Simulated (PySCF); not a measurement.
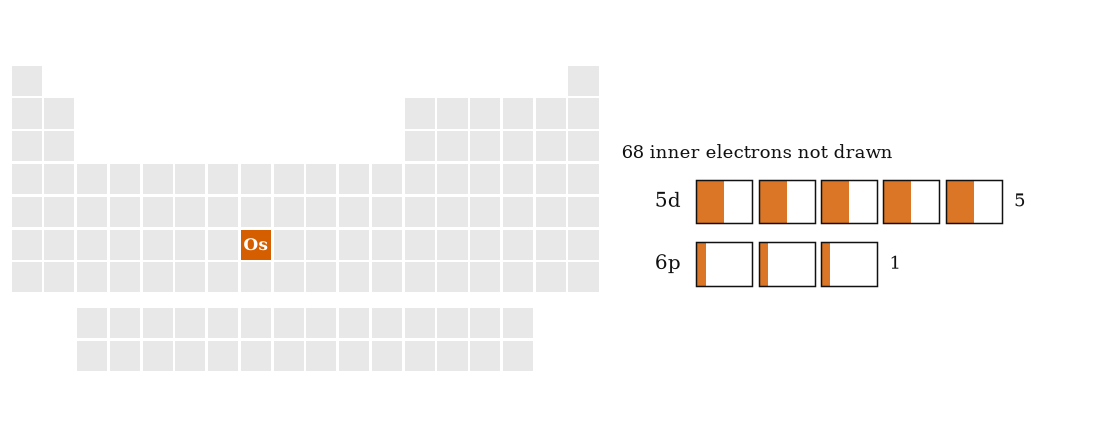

Left, the place of osmium in the periodic table; right, the outer shells of the nominal configuration: a box for each of the 2l + 1 orbitals, shaded by the share of the shell that is filled, with the electron count at the right.

**Atomic calculation, with input and output: Os²⁺**

- system: Os²⁺, configuration 1s2 2s2 2p6 3s2 3p6 3d10 4s2 4p6 4d10 4f14 5s2 5p6 5d5 6p1, multiplicity 7.
- method: unrestricted HF, ANO-RCC-VTZP, spin-free X2C-1e, Gaussian nucleus (PySCF)

The input:
```python
from pyscf import gto, scf, dft, mp, cc
import basis_set_exchange as bse
mol = gto.M(atom="Os 0 0 0", charge=2, spin=6, symmetry="D2h",
            basis=gto.basis.parse(bse.get_basis("ANO-RCC-VTZP", elements=["Os"], fmt="nwchem")),
            nucmod="G")
mf = scf.UHF(mol).sfx2c1e()
mf.irrep_nelec = {'Ag': (11, 9), 'B1g': (3, 2), 'B2g': (3, 2), 'B3g': (3, 2), 'Au': (1, 1), 'B1u': (6, 6), 'B2u': (7, 6), 'B3u': (6, 6)}
mf.kernel()
```

The script is an equivalent of what the driver set up; the driver started from orbitals of its own, so the log can be shorter than this script's would be, and it computed the properties (radii, ⟨L²⟩, response) afterwards. It held the occupations shell by shell, which the script's counts by irreducible representation don't always enforce.

Hardware: 1 CPU thread, shared host.

Output (extracts):
```
damping factor = 0
level_shift factor = 0
DIIS = <class 'pyscf.scf.diis.CDIIS'>
diis_start_cycle = 1
diis_space = 10
diis_damp = 0
SCF conv_tol = 1e-09
SCF conv_tol_grad = None
number electrons alpha = 40  beta = 34
cycle= 1 E= -17248.330859073  delta_E= -0.000777  |g|= 0.00877  |ddm|= 0.0309
cycle= 2 E= -17248.3309804072  delta_E= -0.000121  |g|= 0.00454  |ddm|= 0.0157
cycle= 3 E= -17248.3310415739  delta_E= -6.12e-05  |g|= 0.00304  |ddm|= 0.0123
cycle= 4 E= -17248.3310825011  delta_E= -4.09e-05  |g|= 0.00142  |ddm|= 0.0164
cycle= 5 E= -17248.3310858384  delta_E= -3.34e-06  |g|= 0.000483  |ddm|= 0.00493
cycle= 6 E= -17248.3310860229  delta_E= -1.84e-07  |g|= 2.82e-05  |ddm|= 0.00123
cycle= 7 E= -17248.3310860238  delta_E= -9.42e-10  |g|= 3.98e-06  |ddm|= 6.61e-05
converged SCF energy = -17248.3310860238  <S^2> = 12.004215  2S+1 = 7.0012041
```

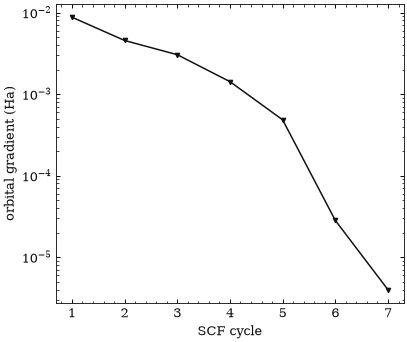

Convergence: orbital gradient against the SCF cycle. The residual falls at every step. It goes from 0.0088 to 4.0×10⁻⁶ in 7 steps.

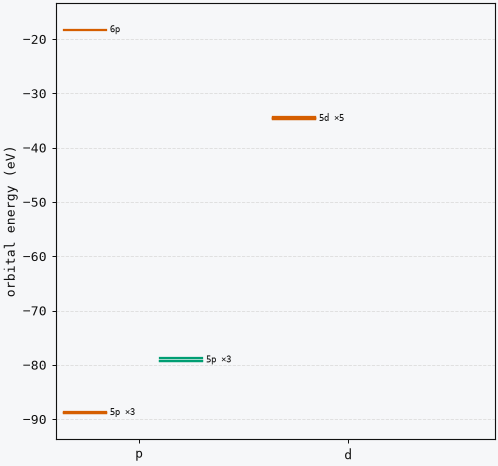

Orbital energies of the mean field, from the top down to −88.8 eV, by angular momentum, α spin at the left of each column and β at the right; ×n counts the orbitals under one label. Empty levels that the record names by l alone aren't drawn. The highest filled orbital is 6p α at −18.3 eV, the lowest empty one s α at −19.2 eV.

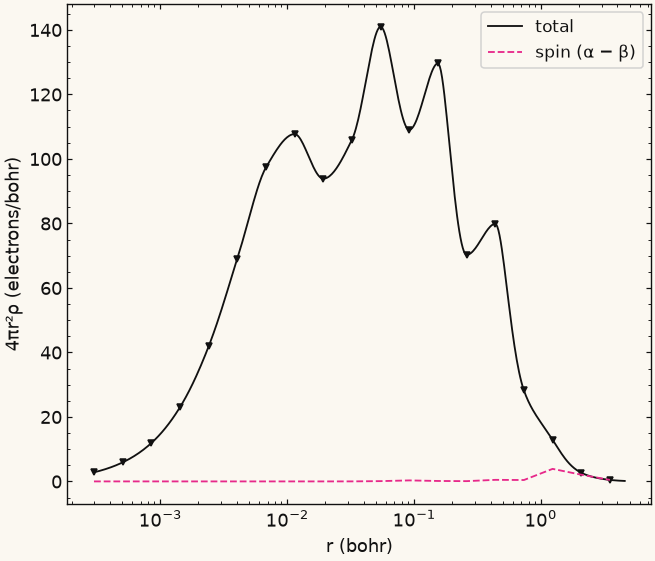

Spherically averaged radial density 4πr²ρ of the mean field and its spin part; markers are the stored points, which are sparse, and the line is a monotone interpolation between them. The largest stored value is 141 electrons/bohr at r = 0.054 bohr. Root-mean-square radii of the shells: 4d 0.526, 4f 0.609, 5s 1.08, 5p 1.24, 5d 1.74, 6p 3.49 bohr.

Summary:

| quantity | value |
| --- | --- |
| outcome | converged |
| total energy | −17248.3311 hartree |
| ⟨S²⟩ | 12.004 |
| ⟨L²⟩ | 2.02 |
| SCF iterations | 7 |
| CPU time | 23 s (integrals apart) |

Notes:

The driver held the occupations shell by shell, and empty s levels lie below the filled 6p. Radii and densities are those of the two-component orbitals, without the picture-change correction, so the innermost s shells come out slightly too small (about 1 % for 1s near Z = 40, more for heavier atoms). This is not the ground configuration of the species. Caveats: unstable response matrix: no polarizability.
